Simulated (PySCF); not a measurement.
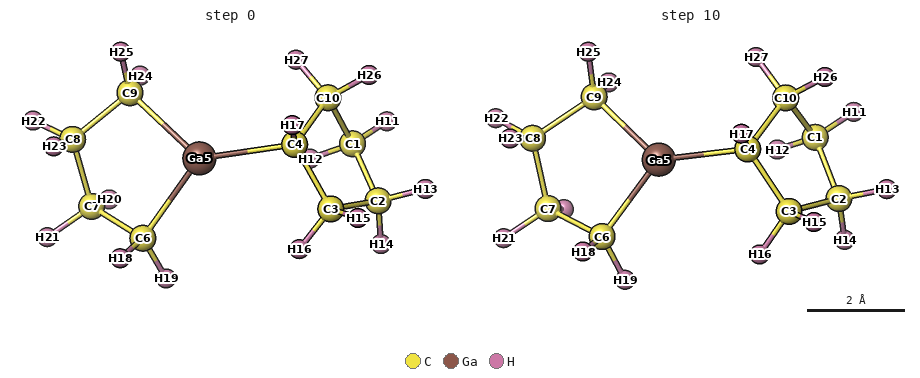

The structure of C₉H₁₇Ga before (left) and after (right) a relaxation, at one scale.

Style: ball-and-stick. Shown face on.

The start comes from GFN2-xTB. Its atoms were then displaced at random by about 0.01 Å.

Level of theory: PBE0-D3(BJ)/def2-SVP geometry optimisation, gas phase in PySCF 2.14.0, density-fitted response routines. 

> Describe what moved and what it gained.

Over 10 geometry steps the energy falls by 0.431 eV. H17 moves most after the best rigid fit: 0.29 Å. Largest moves by element: H 0.29 Å, C 0.19 Å, Ga 0.04 Å. Some distances before and after: C4–Ga5 2.132 → 1.981 Å, Ga5–C9 2.089 → 1.992 Å, Ga5–C6 2.062 → 1.992 Å, C2–H13 1.067 → 1.102 Å. Among the angles between lasting bonds that change: Ga5–C4–C10 106.5° → 111.5°, C3–C4–Ga5 108.4° → 113.4°, Ga5–C4–H17 110.0° → 105.2°. The run took 7 min on 1 thread of AMD EPYC 7R43 64-Core Processor (shared host).
